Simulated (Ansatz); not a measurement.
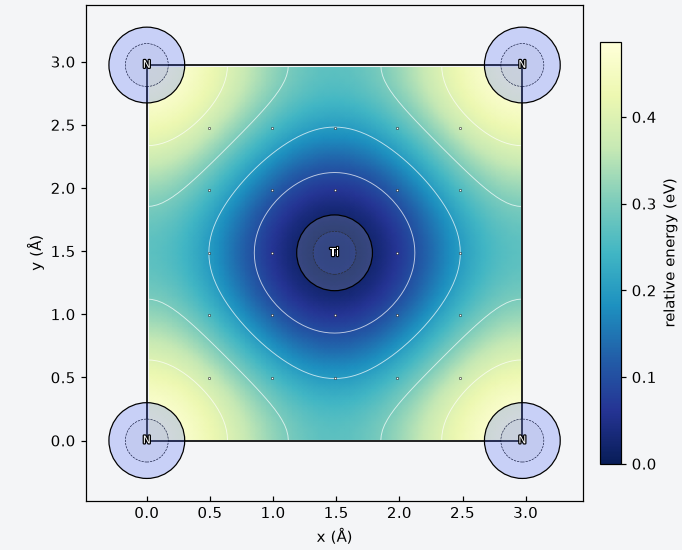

H on a TiN(100) slab cut from the Fm-3m phase, its upper half relaxed before the scan (24 atoms of substrate and one adsorbate in a 2 × 2 cell). H is moved over the surface cell at a fixed height above a rigid substrate; the origin of the map has the adsorbate above N21; the height is held at 2.50 Å. Places are given modulo a cell vector. The map is drawn in real space over the plane of the surface. The grid has 6 × 6 points; 10 points were computed and 26 follow by symmetry. Places are given in fractions of the 1 × 1 surface cell. Energies are in eV, from the lowest grid point. The runs have no spin polarisation, so an open-shell adsorbate far from the surface lies too high. At a fixed height the lowest place need not be the adsorption site. These are results of DFT PBE+D3(BJ), scalar-relativistic, plane waves, PAW (Ansatz), not measurements. Settings: cutoff 420 eV, k-mesh 5×5×1, gaussian smearing 0.1 eV, no spin polarisation.

Drawn: a smooth colour map with a few white contour lines, dots at the grid points, labelled circles for the atoms of the top layer and small ones for the second layer, the outline of one cell of the plane. Between grid points the surface is interpolated.

The lowest grid point is at the top site over a surface Ti atom, (3/6, 3/6) of the cell vectors. It is the only kind of minimum in the scanned range. The highest grid point, the top site over a surface N atom, (0/6, 0/6) of the cell vectors, lies 0.487 eV above the lowest. On the interpolated surface the easiest way out of the lowest well to its copy in the next cell or period passes a barrier of about 0.27 eV. At the lowest point the adsorbate has 1 Ti at 2.71 Å as nearest neighbours, at the highest 1 N at 2.50 Å.

H is replaced by O; all else is set up alike.

Question: What does this change do to the map?

Answer: The lowest place stays at the top site over a surface Ti atom, (3/6, 3/6) of the cell vectors. The span from the lowest to the highest grid point shrinks from 0.487 to 0.424 eV. The easiest pass out of the lowest well stays at about 0.27 eV. In the new map: at the lowest point the adsorbate has 1 Ti at 2.71 Å as nearest neighbours, at the highest 1 N at 2.50 Å.

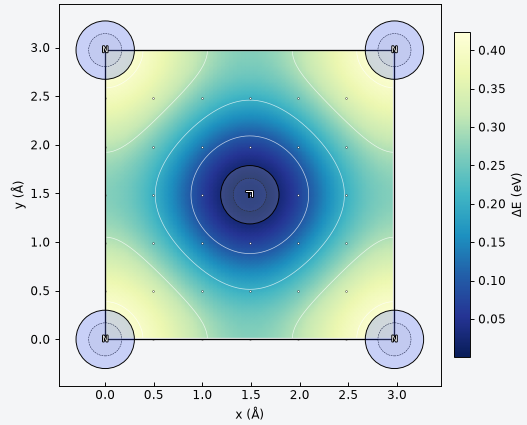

The map after the change, on a colour scale of its own. The picture shows a smooth colour map with a few white contour lines, dots at the grid points, labelled circles for the atoms of the top layer and small ones for the second layer, the outline of one cell of the plane. Between grid points the surface is interpolated.

PAW datasets: the set soft_1.
